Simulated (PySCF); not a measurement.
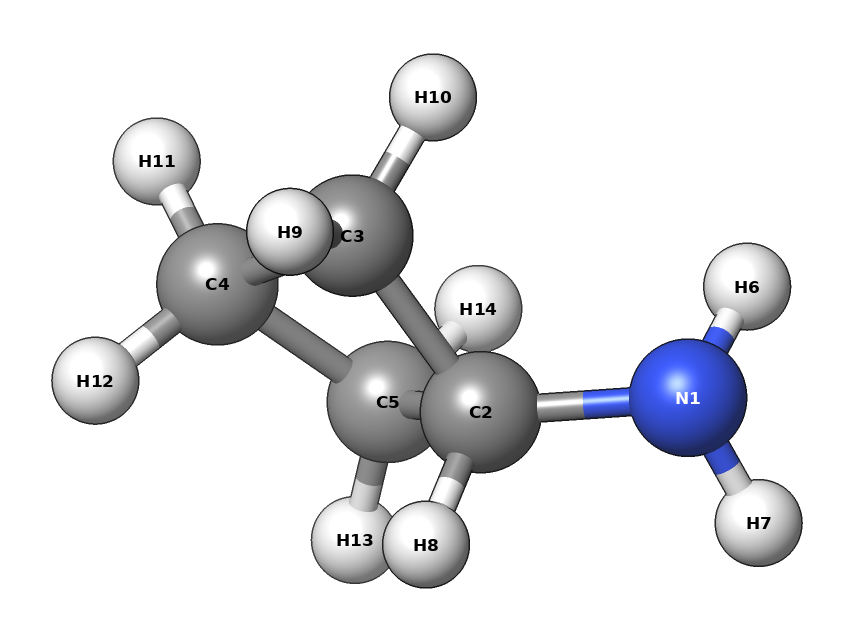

The geometry was computed by an optimisation with PBE0-D3(BJ)/def2-SVP. No frequency run is at hand to confirm it as a minimum. Method: TDDFT PBE0/def2-SVPD, vertical, gas phase, core orbitals frozen in the response (PySCF 2.14.0), and the same with a continuum solvent (IEF-PCM, Bondi radii x 1.2, gas-phase geometry).

How do dipole (D), HOMO–LUMO gap (eV), lowest singlet (eV) change in dimethylsulfoxide (ε = 46.8), water (ε = 78.4)?

| medium | dipole (D) | HOMO–LUMO gap (eV) | lowest singlet (eV) |
| --- | --- | --- | --- |
| gas phase | 1.19 | 7.58 | 6.25 |
| dimethylsulfoxide | 1.69 | 7.85 | 6.51 |
| water | 1.70 | 7.85 | 6.52 |
